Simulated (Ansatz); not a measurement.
# UBLYP/aug-cc-pVDZ run of AlNH2Cl (SMILES [NH2][Al][Cl])

What is the vertical doublet–quartet gap of AlNH2Cl at UBLYP/aug-cc-pVDZ? 

The calculation is run with Ansatz 0.2.0.

71 further runs of the same task are left out: 71 set aside as unsound or not needed.

## 1. Starting point

AlNH2Cl has 5 atoms, charge 0, and is taken as a doublet. SMILES: `[NH2][Al][Cl]`. Geometry: relaxed at PBE0-D4/def2-TZVP. This is one conformer, not always the lowest.

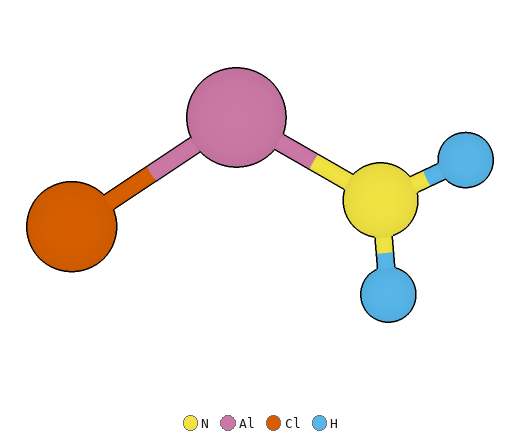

The structure, seen from a chosen angle (nitrogen yellow, aluminium pink, chlorine orange, hydrogen blue).

## 2. The energy at UBLYP/aug-cc-pVDZ

The input, input.yaml:

```yaml
basis:
  gaussian: {orbitals: aug-cc-pVDZ}
crystal:
  periodic: [false, false, false]
  atoms:
    - {symbol: "N", position_ang: [-0.549400, 0.461700, -0.232000]}
    - {symbol: Al, position_ang: [0.402600, -0.291600, 1.049100]}
    - {symbol: Cl, position_ang: [1.907000, -1.649700, 0.440800]}
    - {symbol: H, position_ang: [-1.293600, 1.123300, -0.083500]}
    - {symbol: H, position_ang: [-0.416600, 0.282700, -1.215900]}
accuracy: high
magnetization: {spin_polarized: true, initial_magnetization: 1}
output: {orbitals: {seedname: orbitals}}
hamiltonian: {xc: {name: BLYP}}
```

Launch:

```bash
$ ansatz run input.yaml --threads 1 --pin off --max-ram 3480MiB --events-out events.jsonl --progress --plain --runs-dir runs
```

Log:

```text
Warning: RAYON_NUM_THREADS=1 ignored (pool sized by the plan → 1); use --threads N
Functional definition: BLYP
  name "BLYP"
  parameter beta = 0.0042
  parameter a = 0.04918
  parameter b = 0.132
  parameter c = 0.2533
  parameter d = 0.349
  exchange = b88_x(beta = beta)
  correlation = lyp_c(a = a, b = b, c = c, d = d)
1868 factors; integrals over basis functions are off by at most 3.7e-9 eV
mean field evaluation 1: about -20629.8979 eV, gradient 5.7e1 eV
mean field evaluation 2: about -20549.9461 eV, gradient 1.1e2 eV
mean field evaluation 4: about -20642.7108 eV, gradient 1.3e1 eV
mean field evaluation 8: about -20643.6826 eV, gradient 1.7e-1 eV
mean field evaluation 16: about -20643.6828 eV, gradient 1.9e-5 eV
mean field -20643.68281566 eV, -758.6413506847 hartree, gradient 9.8e-8 eV, S^2 0.751537; 0 other end points of the search recorded, 0 dependent functions left out
reference -20643.68286604 eV, -758.6413525363 hartree; 20, 19 occupied and 75, 76 virtual orbitals, 1868 factors
Total energy: -20643.68286604 eV, -758.6413525363 hartree
```

It took 21 s on 1 thread of Arm Neoverse N1, shared host; peak memory 0.3 GiB.

## 3. The quartet at the same level

The input, input.yaml:

```yaml
crystal:
  periodic: [false, false, false]
  atoms:
    - {symbol: N, position_ang: [-0.549400, 0.461700, -0.232000]}
    - {symbol: Al, position_ang: [0.402600, -0.291600, 1.049100]}
    - {symbol: Cl, position_ang: [1.907000, -1.649700, 0.440800]}
    - {symbol: H, position_ang: [-1.293600, 1.123300, -0.083500]}
    - {symbol: H, position_ang: [-0.416600, 0.282700, -1.215900]}
basis:
  gaussian: {orbitals: aug-cc-pVDZ}
magnetization: {spin_polarized: true, initial_magnetization: 3}
hamiltonian: {xc: {name: BLYP}}
accuracy: high
output: {orbitals: {seedname: orbitals}}
```

Launch:

```bash
$ ansatz run input.yaml --threads 1 --pin off --max-ram 3480MiB --events-out events.jsonl --progress --plain --runs-dir runs
```

Log:

```text
Warning: RAYON_NUM_THREADS=1 ignored (pool sized by the plan → 1); use --threads N
[... 9 set-up lines as earlier in the session ...]
1868 factors; integrals over basis functions are off by at most 3.7e-9 eV
mean field evaluation 1: about -20621.5224 eV, gradient 5.9e1 eV
mean field evaluation 2: about -20507.9261 eV, gradient 1.2e2 eV
mean field evaluation 4: about -20631.5515 eV, gradient 3.0e1 eV
mean field evaluation 8: about -20638.5177 eV, gradient 1.4e0 eV
mean field evaluation 16: about -20638.5313 eV, gradient 3.9e-3 eV
mean field evaluation 32: about -20633.7916 eV, gradient 2.0e1 eV
mean field evaluation 64: about -20634.3839 eV, gradient 4.5e0 eV
mean field evaluation 96: about -20638.2920 eV, gradient 2.4e0 eV
mean field -20638.53132830 eV, -758.4520370162 hartree, gradient 4.0e-8 eV, S^2 3.753453; 8 other end points of the search recorded, 0 dependent functions left out
reference -20638.53137473 eV, -758.4520387222 hartree; 21, 18 occupied and 74, 77 virtual orbitals, 1868 factors
Total energy: -20638.53137473 eV, -758.4520387222 hartree
```

Run time: 37 s. Hardware: 1 thread of Arm Neoverse N1, shared host; peak memory 0.33 GiB.

## 4. What came out

At UBLYP/aug-cc-pVDZ:

```
                                        quantity          value
                           doublet: total energy  -758.64135 Eh
     doublet: HOMO energy (highest over α and β)       -5.00 eV
      doublet: LUMO energy (lowest over α and β)       -3.56 eV
                                   doublet: ⟨S²⟩          0.752
                           quartet: total energy  -758.45204 Eh
     quartet: HOMO energy (highest over α and β)       -1.91 eV
                                   quartet: ⟨S²⟩          3.753
vertical energy of the quartet above the doublet       5.151 eV
```

At this shape the quartet lies 5.15 eV (497 kJ/mol) above the doublet.
